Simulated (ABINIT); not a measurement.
# SnO2 (Cassiterite): a self-consistent loop beyond G0W0, cycle by cycle, part 3 of 3

How far does self-consistency move the gap of SnO2 (Cassiterite)?

ABINIT 10.8.3; PBE and many-body steps on it, plane waves. Known limits of the many-body steps: not at the basis limit; no spin-orbit coupling; coarse k mesh.

So far. Step 10 (evGW, cycle 1): Against G0W0 in ABINIT (4×4×4 mesh, 81 bands, screening to 106.1 eV, Godby-Needs plasmon pole), the gap moves by +0.634 eV. Step 13 (evGW, cycle 2): Against the cycle before, the gap moves by +0.054 eV.

## 14. Screening, 4×4×4 mesh, 81 bands, screening to 106.1 eV

This step: RPA screening on PBE, plane waves, norm-conserving pseudopotentials.

Input file run.abi:

```
acell 3*1.0 Angstrom
rprim 
  4.738000000000 0.000000000000 0.000000000000
  0.000000000000 4.738000000000 0.000000000000
  0.000000000000 0.000000000000 3.186500000000
ntypat 2
znucl 50 8
natom 6
typat 1 1 2 2 2 2
xred 
  0.000000000000 0.000000000000 0.000000000000
  0.500000000000 0.500000000000 0.500000000000
  0.307100000000 0.307100000000 0.000000000000
  0.192900000000 0.807100000000 0.500000000000
  0.692900000000 0.692900000000 0.000000000000
  0.807100000000 0.192900000000 0.500000000000
pp_dirpath "pseudos"
pseudos "Sn.upf, O.upf"
ecut 42
ngkpt 4 4 4
nshiftk 1
shiftk 0 0 0
kptopt 1
chksymbreak 0
istwfk *1
occopt 1
irdwfk 1
optdriver 3
nband 81
ecuteps 3.9
inclvkb 2
awtr 1
symchi 1
gwcalctyp 10
mbpt_sciss 3.055 eV
nqptdm 1
qptdm 
  0 0 0
indata_prefix "in"
outdata_prefix "out"
tmpdata_prefix "tmp"
```

Command:

```bash
$ OMP_NUM_THREADS=1 mpirun -n 4 abinit run.abi > log
```

Numbers of over 12 decimals in the logs are rounded to 6 here.

Output:

```text
.Version 10.8.3 of ABINIT. v10.8.2 released Aug 2026.

 Symmetries : space group P4_2/m n m (#136); Bravais tP (primitive tetrag.)
[... echo of the input left out ...]
== DATASET  1 ==================================================================
-   mpi_nproc: 4, omp_nthreads: 1 (-1 if OMP is not activated)

--- !DatasetInfo
iteration_state: {dtset: 1, }
dimensions: {natom: 6, nkpt: 18, mband: 81, nsppol: 1, nspinor: 1, nspden: 1, mpw: 6312, }
cutoff_energies: {ecut:  42.0, pawecutdg:  -1.0, }
[...]
[... chi0 elements left out ...]
 For q-point:  0.000010 0.000020 0.000030
  dielectric constant =   3.5875
  dielectric constant without local fields =   3.7120

  Average fulfillment of the sum rule on Im[epsilon] for q-point    1 :     34.60  [%]
[... wings left out ...]
== END DATASET(S) ==============================================================
================================================================================

 -outvars: echo values of variables after computation  --------
           etotal      0.0000000000E+00
            nband          81
             nkpt          18
          spgroup         136
 [... the other variables as echoed above ...]

 Calculation completed.
```

Elapsed: 40 s, on 4 MPI ranks of Arm Neoverse V1, shared host; peak memory 2.3 GiB; 2.6 min of CPU time.

This step gave:

```yaml
eps_infinity_with_local_fields_on_this_mesh_along_the_program_s_q_direction: 3.587
the_same_without_local_fields: 3.712
plasma_frequency: 36.20 eV
plane_waves_in_the_screening_matrix: 177
```

This screening uses the functional's bands under a rigid shift, the mean opening of the cycle before.

## 15. Screening, 4×4×4 mesh, 81 bands, screening to 106.1 eV

This step: RPA screening on PBE from quasiparticle energies, plane waves, norm-conserving pseudopotentials.

Changes to run.abi since step 14:

```diff
@@ -33,7 +33,23 @@
 symchi 1
+irdqps 1
 gwcalctyp 10
-mbpt_sciss 3.055 eV
-nqptdm 1
+nqptdm 17
 qptdm 
-  0 0 0
+  0.2500000000 0.0000000000 0.0000000000
+  0.5000000000 0.0000000000 0.0000000000
+  0.2500000000 0.2500000000 0.0000000000
+  0.5000000000 0.2500000000 0.0000000000
+  0.5000000000 0.5000000000 0.0000000000
+  0.0000000000 0.0000000000 0.2500000000
+  0.2500000000 0.0000000000 0.2500000000
+  0.5000000000 0.0000000000 0.2500000000
+  0.2500000000 0.2500000000 0.2500000000
+  0.5000000000 0.2500000000 0.2500000000
+  0.5000000000 0.5000000000 0.2500000000
+  0.0000000000 0.0000000000 0.5000000000
+  0.2500000000 0.0000000000 0.5000000000
+  0.5000000000 0.0000000000 0.5000000000
+  0.2500000000 0.2500000000 0.5000000000
+  0.5000000000 0.2500000000 0.5000000000
+  0.5000000000 0.5000000000 0.5000000000
 indata_prefix "in"
```

Input file mrgscr.stdin:

```
2
merged
q0_SCR
out_SCR
1
```

Command:

```bash
$ OMP_NUM_THREADS=1 mpirun -n 4 abinit run.abi > log; mrgscr < mrgscr.stdin
```

Output:

```text
.Version 10.8.3 of ABINIT. v10.8.2 released Aug 2026.

 Symmetries : space group P4_2/m n m (#136); Bravais tP (primitive tetrag.)
[... echo of the input left out ...]
== DATASET  1 ==================================================================
-   mpi_nproc: 4, omp_nthreads: 1 (-1 if OMP is not activated)

--- !DatasetInfo
iteration_state: {dtset: 1, }
dimensions: {natom: 6, nkpt: 18, mband: 81, nsppol: 1, nspinor: 1, nspden: 1, mpw: 6312, }
cutoff_energies: {ecut:  42.0, pawecutdg:  -1.0, }
[...]
q-point number  1        q = ( 0.250000, 0.000000, 0.000000) [r.l.u.]
--------------------------------------------------------------------------------
[... chi0 elements left out ...]
  Average fulfillment of the sum rule on Im[epsilon] for q-point    2 :     47.94  [%]

--------------------------------------------------------------------------------
  q-point number  2        q = ( 0.500000, 0.000000, 0.000000) [r.l.u.]
--------------------------------------------------------------------------------
[... chi0 elements left out ...]
  Average fulfillment of the sum rule on Im[epsilon] for q-point    3 :     42.18  [%]

 [... 15 further q-points ...]
```

Run time: 2.2 min. Hardware: 4 MPI ranks; peak memory 2.1 GiB.

Numbers from this step:

```
plasma frequency                    : 36.20 eV
plane waves in the screening matrix : 177
```

This screening reads the quasiparticle levels of the cycle before.

## 16. evGW, cycle 3

This step: evGW on PBE, plane waves, norm-conserving pseudopotentials.

Changes to run.abi since step 15:

```diff
@@ -27,12 +27,10 @@
 irdwfk 1
-optdriver 3
+optdriver 4
 nband 81
-ecuteps 3.9
-inclvkb 2
-awtr 1
-symchi 1
-irdqps 1
 gwcalctyp 10
-nqptdm 17
-qptdm 
+ecutsigx 42
+symsigma 1
+nkptgw 18
+kptgw 
+  0.0000000000 0.0000000000 0.0000000000
   0.2500000000 0.0000000000 0.0000000000
@@ -54,2 +52,25 @@
   0.5000000000 0.5000000000 0.5000000000
+bdgw 
+  23 40
+  23 40
+  23 40
+  23 40
+  23 40
+  23 40
+  23 40
+  23 40
+  23 40
+  23 40
+  23 40
+  23 40
+  23 40
+  23 40
+  23 40
+  23 40
+  23 40
+  23 40
+ecuteps 3.9
+irdscr 1
+ppmodel 1
+irdqps 1
 indata_prefix "in"
```

Command:

```bash
$ OMP_NUM_THREADS=1 mpirun -n 4 abinit run.abi > log
```

Output:

```text
.Version 10.8.3 of ABINIT. v10.8.2 released Aug 2026.

 Symmetries : space group P4_2/m n m (#136); Bravais tP (primitive tetrag.)
[... echo of the input left out ...]
== DATASET  1 ==================================================================
-   mpi_nproc: 4, omp_nthreads: 1 (-1 if OMP is not activated)

--- !DatasetInfo
iteration_state: {dtset: 1, }
dimensions: {natom: 6, nkpt: 18, mband: 81, nsppol: 1, nspinor: 1, nspden: 1, mpw: 6312, }
cutoff_energies: {ecut:  42.0, pawecutdg:  -1.0, }
[...]
.  kptgw no:  4; Maximum DeltaE = (   0.001   0.000) for band index: 18
[...]
.  kptgw no: 17; Maximum DeltaE = (   0.002   0.000) for band index:  1
.  kptgw no: 18; Maximum DeltaE = (   0.001  -0.001) for band index:  1

== END DATASET(S) ==============================================================
================================================================================

 -outvars: echo values of variables after computation  --------
           etotal      0.0000000000E+00
            nband          81
             nkpt          18
          spgroup         136
 [... the other variables as echoed above ...]

 Calculation completed.
```

Elapsed: 8.2 min, on 4 MPI ranks; peak memory 3.6 GiB.

This step gave:

```yaml
quasiparticle_gap_on_the_mesh: 3.483 eV
gap_of_the_density_functional_on_the_mesh: 1.284 eV
k_of_the_valence_top: 0, 0, 0
k_of_the_conduction_bottom: 0, 0, 0
least_direct_quasiparticle_gap_on_the_computed_points: 3.483 eV
```

Against the cycle before, the gap moves by +0.005 eV.

## 17. The runs together

Times are wall times on 4 MPI ranks of Arm Neoverse V1, shared host, good to a factor of about two. A run's time includes the screening step that it read.

```csv
run,mesh,bands,screening cutoff (eV),DFT gap (eV),gap on the mesh (eV),direct (eV),ε∞ used,time
G0W0,4×4×4,81,106.1,1.284,2.790,2.790,4.54,2.9 min
"evGW0, cycle 1",4×4×4,81,106.1,1.284,3.082,3.082,4.54,11 min
"evGW0, cycle 2",4×4×4,81,106.1,1.284,3.019,3.019,4.54,11 min
"evGW0, cycle 3",4×4×4,81,106.1,1.284,3.010,3.010,4.54,11 min
"evGW, cycle 1",4×4×4,81,106.1,1.284,3.424,3.424,3.70,11 min
"evGW, cycle 2",4×4×4,81,106.1,1.284,3.478,3.478,3.60,11 min
"evGW, cycle 3",4×4×4,81,106.1,1.284,3.483,3.483,3.59,11 min
```

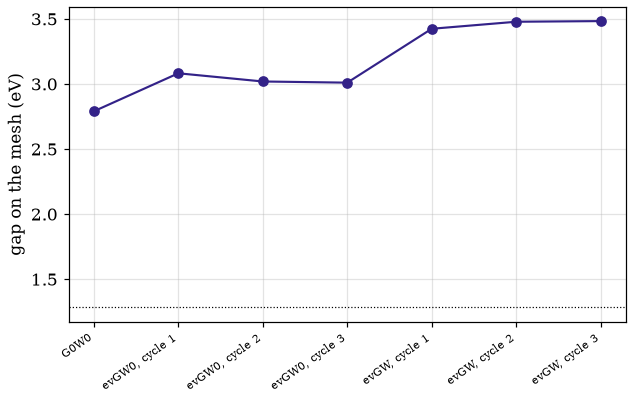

The gap through the cycles; the dotted line is the starting gap.

## 18. Summary of results

```yaml
g0w0: 2.790 eV
evgw0_cycle_1: 3.082 eV
evgw0_cycle_2: 3.019 eV
evgw0_cycle_3: 3.010 eV
evgw_cycle_1: 3.424 eV
evgw_cycle_2: 3.478 eV
evgw_cycle_3: 3.483 eV
known_limits: not at the basis limit; no spin-orbit coupling; coarse k mesh
```

Only the bands that the input lists are updated; the others, empty or deep, keep the functional's energies or take a rigid shift. The evGW loop starts from the last levels of evGW0, so its cycles and time come on top of those. evGW0 ends at 3.01 eV, +0.22 eV from G0W0, after 3 cycles that took 25 min beside the first screening; the last moved the gap by 0.009 eV. evGW ends at 3.48 eV, +0.69 eV from G0W0, after 3 cycles that took 33 min beside the first screening; the last moved the gap by 0.005 eV. The first cycle of evGW0 takes the full correction, without the factor Z, so it overshoots the one-shot value. Against experiment, by evGW, cycle 3: the gap of 3.48 eV lies −0.12 eV from the measured 3.6 eV (kind not stated, quoted 2022). These are gaps on the mesh, at modest bands and cutoff. The calculation has static nuclei and no excitons; a measured gap holds zero-point and thermal motion, which mostly lowers it. Bands and cutoff are finite, so the gap is not at the basis limit. The miss can reach some tenths of an eV and take either sign; the mesh is an error of its own. The 4×4×4 mesh is coarse for this cell, which bears on the long-range parts of exchange and screening. In the updated screening the q = 0 part is built from Kohn-Sham bands under a rigid shift, the other q from the quasiparticle levels. The many-body steps are scalar-relativistic: spin-orbit coupling is not in them.

[Paths, hosts, dates, memory and timing lines, banners, echoed tables and standing remarks are left out of the program output.]

[Logs are printed without paths, hosts, clocks, repeated set-up lines and the standing remarks that a program may print on its own settings, such as how far it seeks lower states.]

[Runs of the session that timed out or met a known fault of the program may be left out.]

[Hosts, paths, dates, database ids (printed as entryN), source tags and the programs' standing remarks are cut or masked in the printed files.]

[G0W0 gaps are taken among the corrected bands and points alone; a level outside them can change the order at an edge.]

[Where Ansatz stands beside ABINIT at settings called matched, ABINIT's density can come from a denser mesh and the files from another edition; pairs whose starting gaps differed by over 0.03 eV were left out, so agreement reads better than it is.]
